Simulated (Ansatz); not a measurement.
A series of calculations on HCl

**1. Relaxation**

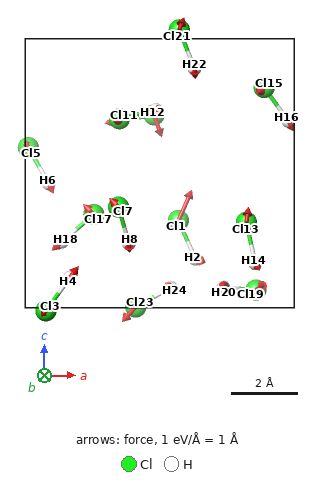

Starting geometry of an amorphous cell of composition HCl with the computed forces as red arrows. The picture is a ball-and-stick view of the cell of the calculation, seen along the b axis.

The cell holds 12 HCl. The run prepares the start of a later molecular dynamics calculation, from a guessed geometry.

All numbers below come from Ansatz 0.2.0, DFT PBE-D3(BJ), scalar-relativistic, plane waves, PAW. Settings: plane-wave cutoff 420 eV; k-point mesh 1 × 1 × 1; occupations fermi dirac; smearing width 0.02 eV; no spin polarisation; atoms relaxed in a fixed cell; force threshold 0.3 eV/Å; at most 15 steps.

### What follows when this structure is relaxed?

It isn't relaxed: the largest force vector, on a Cl atom, is 1.04 eV/Å. The final displacements have little in common with the starting forces (cosine between the two patterns 0.13). The atom that moves furthest is a Cl atom (1.32 Å along [2 0 −1]). Largest moves by element: Cl 1.32 Å, H 1.25 Å. The lattice vectors keep their values. Among the contacts that change: Cl–H 1.280 → 1.340 Å, Cl–H 1.280 → 1.320 Å. Over 13 accepted moves (16 points after the start) the energy falls by 109 meV per atom. Largest force component: 0.94 eV/Å at the start, 0.25 eV/Å at the end. 3 steps only repeated the SCF at the same geometry. The forces were under the threshold at step 8, but the run went on from there.

Limits of the set-up: the program's low-accuracy preset was used; the periodic images lie only 8.2 Å apart, so the values are limited by the cell's size.

**2. Dynamics**

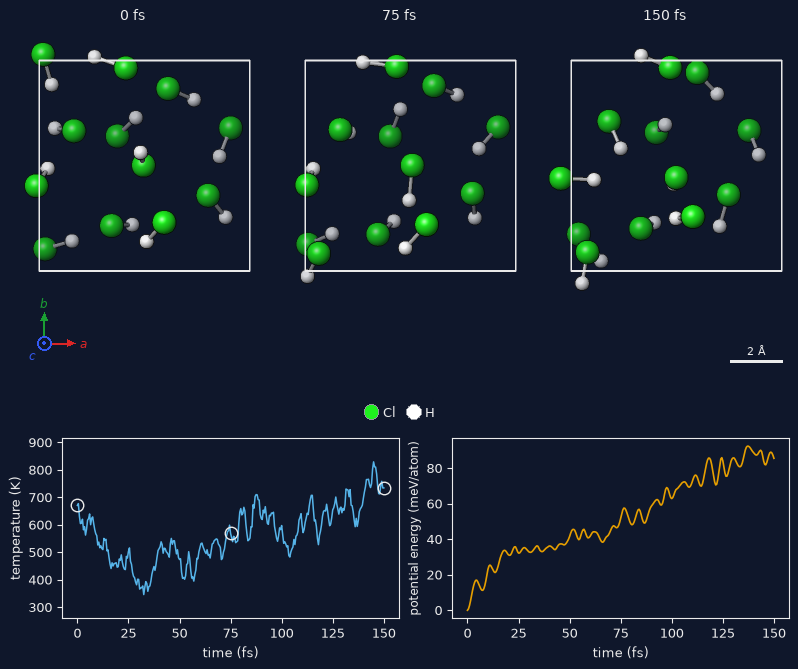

Molecular dynamics of a periodic cell with 12 HCl at 1.319 g/cm³, 150 fs long. Frames and the history of the run. A ball-and-stick model of the simulation cell, seen along the c axis. Atoms that leave the cell re-enter on the other side.

Theory: DFT PBE-D3(BJ), scalar-relativistic, plane waves, PAW in Ansatz 0.2.0. Set-up: plane-wave cutoff 420 eV; k-point mesh 1 × 1 × 1; Fermi-Dirac smearing 0.02 eV; low-accuracy preset; Langevin thermostat (NVT); set temperature 700 K; time step 0.5 fs; friction 0.02 per fs.

The input:
```yaml
accuracy: low
crystal:
  lattice:
    - [8.197183, 0.0, 0.0]
    - [0.0, 8.197183, 0.0]
    - [0.0, 0.0, 8.197183]
  atoms:
    - { symbol: Cl, position: [0.60820654, 0.86289969, 0.30231217] }
    - { symbol: H, position: [0.73197123, 0.8096441, 0.21489319] }
    - { symbol: Cl, position: [0.024081, 0.1009183, 0.0678774] }
    - { symbol: H, position: [0.15218284, 0.13838749, 0.16174394] }
    - { symbol: Cl, position: [0.01445438, 1.02482585, 0.57265303] }
    - { symbol: H, position: [0.055255, 0.8815891, 0.51191226] }
    - { symbol: Cl, position: [0.340127, 0.2113807, 0.3031637] }
    - { symbol: H, position: [0.4383727, 0.21597441, 0.17463871] }
    - { symbol: Cl, position: [0.40777382, 0.96051233, 0.70529747] }
    - { symbol: H, position: [0.25900079, 1.01314866, 0.67310139] }
    - { symbol: Cl, position: [0.49178755, 0.49807585, 0.62524778] }
    - { symbol: H, position: [0.47766565, 0.55900971, 0.77174484] }
    - { symbol: Cl, position: [0.79862914, 0.35530031, 0.30565351] }
    - { symbol: H, position: [0.88177789, 0.25130642, 0.21256201] }
    - { symbol: Cl, position: [0.98290492, 0.40087871, 0.73512458] }
    - { symbol: H, position: [1.03730768, 0.48285257, 0.6091737] }
    - { symbol: Cl, position: [0.16136542, 0.66167424, 0.41388823] }
    - { symbol: H, position: [0.07067279, 0.67414586, 0.2814848] }
    - { symbol: Cl, position: [0.90595644, 0.67559501, 0.07549653] }
    - { symbol: H, position: [0.85293079, 0.5404607, 0.15058546] }
    - { symbol: Cl, position: [0.58989687, 0.22693818, 0.96672577] }
    - { symbol: H, position: [0.50655698, 0.13596104, 0.86223228] }
    - { symbol: Cl, position: [0.36730736, 0.63703561, 0.02715244] }
    - { symbol: H, position: [0.45552162, 0.72411319, 0.12936093] }
basis:
  ecutwfc: 420.0
kpoints:
  mp_grid: { grid: [1, 1, 1] }
hamiltonian:
  xc: pbe
  dispersion: d3bj
scf:
  occupations: { method: fermi_dirac, width: 0.02 }
  lower_state_search: "off"
md:
  timestep: 0.5
  n_steps: 300
  ensemble: nvt_langevin
  temperature: 700.0
  initial_velocities: maxwell_boltzmann
  seed: 30314
  friction: 0.02
```

Run as
```bash
ansatz run input.yaml --threads 1 --pin off --max-ram 3072MiB --backend cpu --events-out ev --progress --plain --runs-dir out
```

Describe the run.

Over the second half the temperature averages 636 K (spread ±73 K). The potential energy is still drifting at the end, so the run hasn't reached equilibrium. The potential energy in the second half lies on average 72.2 meV per atom above the first frame. Root-mean-square distances from the starting positions over the second half, with the common drift of all atoms taken out: H 1.07 Å, Cl 0.41 Å. The heavy atoms stay within a fraction of a molecule's size of their starting places, while the hydrogen atoms travel further, as molecules turn; so short a run doesn't tell a liquid from a solid.

Limits of the set-up: the program's low-accuracy preset was used; the periodic images lie only 8.2 Å apart, so the values are limited by the cell's size.

**3. Dynamics**

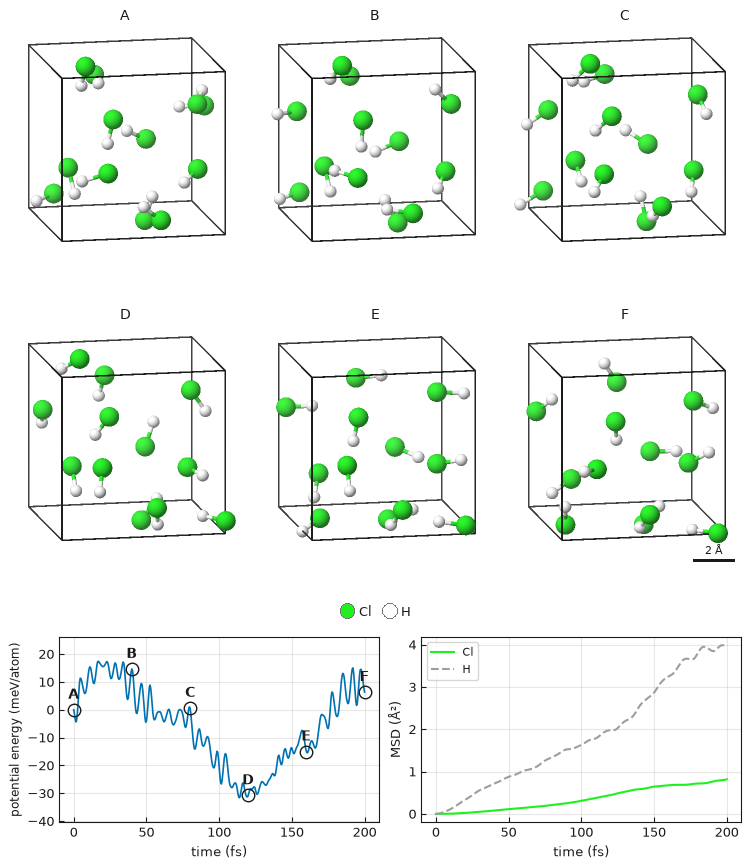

Molecular dynamics of a periodic cell with 12 HCl at 1.319 g/cm³, 200 fs long. It starts from the last geometry of an earlier run, with fresh velocities. Frames (A at 0 fs, B at 40 fs, C at 80 fs, D at 120 fs, E at 160 fs, F at 200 fs) and the history of the run. The picture is a ball-and-stick view of the simulation cell, seen slightly off an axis. Atoms that leave the cell re-enter on the other side.

The calculation used Ansatz 0.2.0, DFT PBE-D3(BJ), scalar-relativistic, plane waves, PAW. Run with plane-wave cutoff 420 eV; k-point mesh 1 × 1 × 1; Fermi-Dirac smearing 0.02 eV; low-accuracy preset; Langevin thermostat (NVT); set temperature 700 K; time step 0.5 fs; friction 0.01 per fs.

The input:
```yaml
accuracy: low
crystal:
  lattice:
    - [8.197183, 0.0, 0.0]
    - [0.0, 8.197183, 0.0]
    - [0.0, 0.0, 8.197183]
  atoms:
    - { symbol: Cl, position: [0.59122234, 0.91083275, 0.31842759] }
    - { symbol: H, position: [0.68591717, 0.80969302, 0.25846627] }
    - { symbol: Cl, position: [0.02789834, 0.14339237, 0.08362068] }
    - { symbol: H, position: [0.13459633, 0.01599947, 0.06512147] }
    - { symbol: Cl, position: [0.0692789, 1.05766223, 0.59327091] }
    - { symbol: H, position: [0.04458215, 0.90992153, 0.58892709] }
    - { symbol: Cl, position: [0.32335238, 0.17123545, 0.30241845] }
    - { symbol: H, position: [0.38691751, 0.19833452, 0.15374945] }
    - { symbol: Cl, position: [0.46281143, 0.93516216, 0.68881815] }
    - { symbol: H, position: [0.32463578, 0.99168065, 0.74271565] }
    - { symbol: Cl, position: [0.49141468, 0.4128275, 0.62235733] }
    - { symbol: H, position: [0.47966135, 0.3820336, 0.47191343] }
    - { symbol: Cl, position: [0.74014721, 0.33124161, 0.34530627] }
    - { symbol: H, position: [0.69782146, 0.18075276, 0.29486669] }
    - { symbol: Cl, position: [0.94309606, 0.40873697, 0.7850354] }
    - { symbol: H, position: [1.10147243, 0.40153882, 0.7646236] }
    - { symbol: Cl, position: [0.17252743, 0.67955028, 0.42612063] }
    - { symbol: H, position: [0.2276303, 0.55096434, 0.49242569] }
    - { symbol: Cl, position: [0.83789127, 0.63618905, 0.0652996] }
    - { symbol: H, position: [0.88337881, 0.52047736, 0.16102795] }
    - { symbol: Cl, position: [0.57082644, 0.22692556, 0.97159197] }
    - { symbol: H, position: [0.49000441, 0.21857711, 0.83772109] }
    - { symbol: Cl, position: [0.39712538, 0.62641968, -0.02398166] }
    - { symbol: H, position: [0.43914837, 0.6635001, 0.12781984] }
basis:
  ecutwfc: 420.0
kpoints:
  mp_grid: { grid: [1, 1, 1] }
hamiltonian:
  xc: pbe
  dispersion: d3bj
scf:
  occupations: { method: fermi_dirac, width: 0.02 }
  lower_state_search: "off"
md:
  timestep: 0.5
  n_steps: 400
  ensemble: nvt_langevin
  temperature: 700.0
  initial_velocities: maxwell_boltzmann
  seed: 125786
  friction: 0.01
```

Launched with:
```bash
ansatz run input.yaml --threads 1 --pin off --max-ram 3072MiB --backend cpu --events-out ev --progress --plain --runs-dir out
```

> Describe the run.

Over the second half the temperature averages 800 K (spread ±81 K). The potential energy is still drifting at the end, so the run hasn't reached equilibrium. The potential energy in the second half lies on average 13.1 meV per atom below the first frame. Root-mean-square distances from the starting positions over the second half, with the common drift of all atoms taken out: H 1.69 Å, Cl 0.77 Å. The heavy atoms stay within a fraction of a molecule's size of their starting places, while the hydrogen atoms travel further, as molecules turn; so short a run doesn't tell a liquid from a solid.

Limits of the set-up: the program's low-accuracy preset was used; the periodic images lie only 8.2 Å apart, so the values are limited by the cell's size.

The run took 16 min on 1 thread of Arm Neoverse V1 (shared host), peak memory 0.5 GiB.
